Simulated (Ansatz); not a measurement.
## Electronic structure of C₂H₂AlO (SMILES C=[C]1[O][Al]1) (doublet) in real space

Input file:

```
crystal:
  periodic: [false, false, false]
  atoms:
    - { symbol: C, position_ang: [0.54712, 0.68999, 0.34599] }
    - { symbol: C, position_ang: [-0.20123, -0.19735, -0.26511] }
    - { symbol: O, position_ang: [-0.6049, -0.2899, -1.56826] }
    - { symbol: Al, position_ang: [-1.34839, -1.69956, -0.82985] }
    - { symbol: H, position_ang: [0.77256, 0.61136, 1.40193] }
    - { symbol: H, position_ang: [0.96614, 1.52936, -0.18043] }
magnetization:
  spin_polarized: true
  initial_magnetization: 1
basis:
  gaussian: { orbitals: def2-SVP }
hamiltonian:
  xc: r2scanh
relax:
  f_tol: 0.015
  max_steps: 40
output:
  orbitals: {}
```

Run with:

```sh
ansatz run input.yaml --threads 2 --pin off --max-ram 3072MiB --backend cpu --events-out ev --progress --plain --runs-dir out
```

The fields are those of the run's last geometry, not of the input's.

The calculation used UKS r2SCANh/def2-SVP (Ansatz).

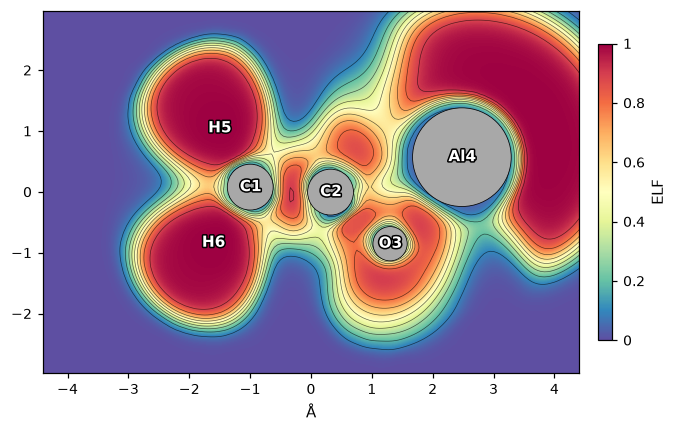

Figure 1. ELF on the molecular plane. Grey discs cover the atomic cores.

> Describe what can be read from this map.

The plane passes through C, O, Al and H nuclei. C–O (1.29 Å): the ELF peaks at about 0.85 between the atoms, as expected for a short, strongly polar bond. C–C (1.32 Å): the ELF peaks at about 0.90 between the atoms; a multiple bond. Al–O (1.85 Å): the ELF peaks at about 0.85 in the valence shell of O, 0.6 Å from its nucleus, and is about 0.35 at the midpoint. C–Al (2.23 Å): the ELF peaks at about 0.65 in the valence shell of C, 0.7 Å from its nucleus, and is about 0.35 at the midpoint. C–H (1.09 Å): the ELF climbs to about 1 towards the hydrogen, as it does in any bond to H (a covalent bond by its length). The ELF also peaks beside O3 and Al4, away from the bonds: non-bonding electrons, paired or unpaired.

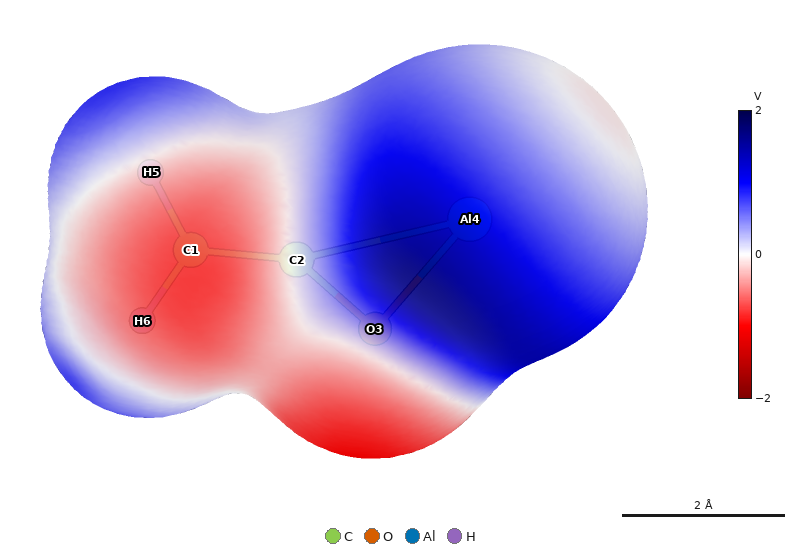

Figure 2. The molecular electrostatic potential painted on the density surface at 0.002 e/bohr³, seen at a tilt; the colour scale runs from red (negative) to blue (positive).

> Where is the surface potential most negative and most positive?

The most negative region (about −1.0 V) lies over O3, the most positive (about +1.7 V) over Al4. O3 is the likeliest acceptor of a hydrogen bond.

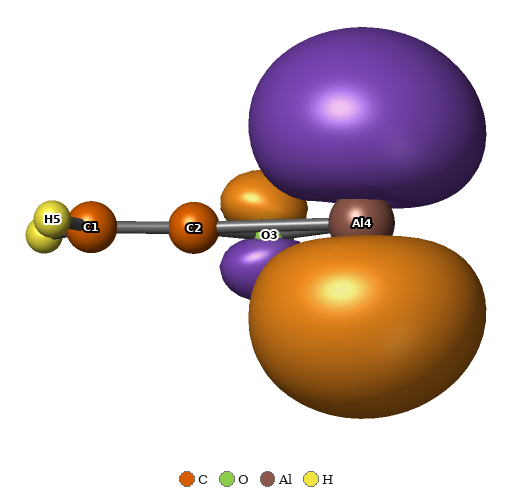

Figure 3. The LUMO (α) at ±0.1 Å⁻³ᐟ² (orange and purple are the two phases), seen from one side.

> What is the character of this orbital?

It lies mainly on Al4 (about 90 %) and O3 (about 5 %); it changes sign across the molecular plane (π type). Its energy is −1.80 eV.
